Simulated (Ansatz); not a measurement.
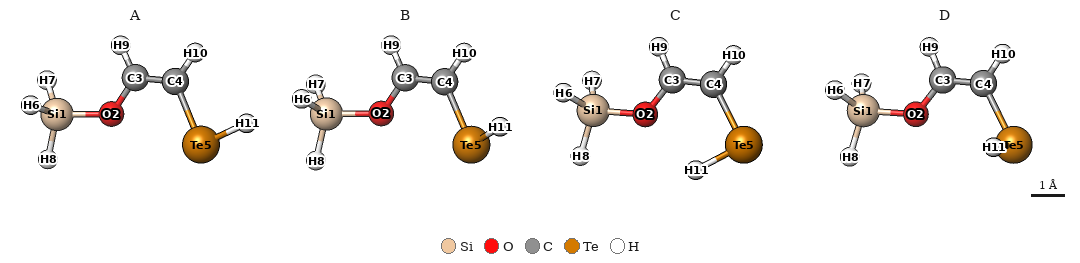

4 geometries from a converged minimum-energy path of C2H6OSiTe, shuffled. The picture is a ball-and-stick view, seen at a tilt.

These are results of RKS PBE-D4/def2-SVP in Ansatz 0.2.0, not measurements. Set-up: 5 movable images; climbing image; force threshold 0.03 eV/Å; iteration limit 60; starting path by image-dependent pair potential.

**Which frame is the top of the path?**

D. In order along the path, whose images run from 0 to 6: C (image 1, +0.20 kcal/mol), D (image 3, +1.57 kcal/mol), B (image 5, −0.26 kcal/mol), A (image 6, −0.88 kcal/mol). The motion is a rotation about the C4–Te5 bond by about 180°. No bond forms or breaks between the ends. Among the angles between lasting bonds that change up to the highest image: Te5–C4–H10 115.1° → 117.9°, C3–C4–Te5 125.5° → 123.3°.
